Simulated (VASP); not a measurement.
Band structure of AgCl (rock salt). Computed with PBE GGA, VASP's PBE PAW potentials (set 64) (plane waves; VASP).

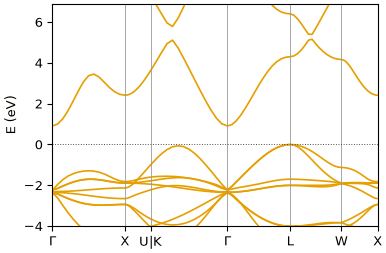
Figure. Bands along high-symmetry lines, zero at the valence-band maximum or, without a gap, the Fermi level

Read the plot: is there a gap, and where are the band edges?

The gap is indirect, 0.91 eV, from the valence maximum at L to the conduction minimum at Γ. (Edges off the drawn lines would not show.)

The compound is AgCl in the rock salt structure. It was relaxed first.
